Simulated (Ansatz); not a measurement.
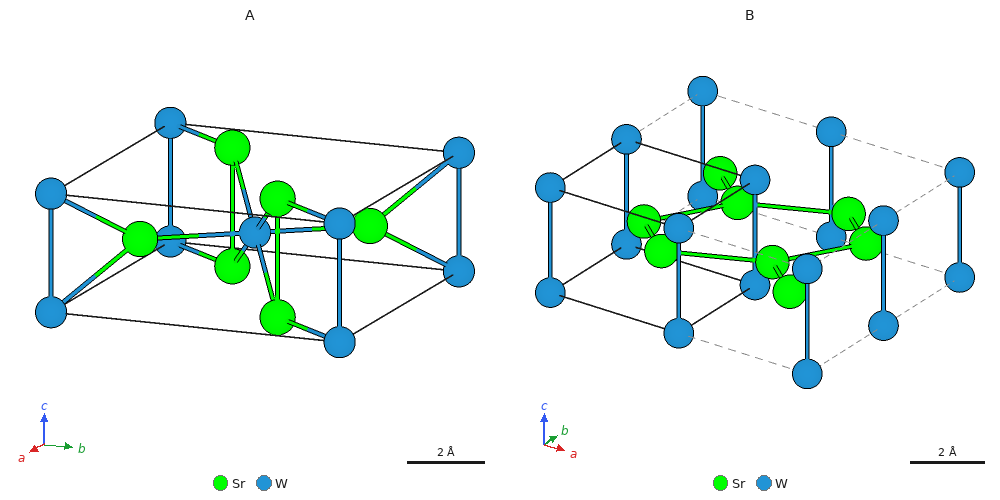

Two structures of Sr2W, each relaxed to rest (conventional cells in solid outline, small ones repeated, not to one scale). Method: Ansatz, DFT PBE, scalar-relativistic, plane waves, PAW, without spin polarisation.

Identify the two structures.

A: 6 atoms a cell on a primitive orthorhombic lattice, Pnnm. B: AlB₂ type, P6/mmm.

Which form lies lower?

B is lower, by 104 meV/atom at this level of theory (energies at zero smearing). Volumes: A 34.9, B 27.6 Å³/atom.

One or both may be structure types tried for this composition rather than known phases.
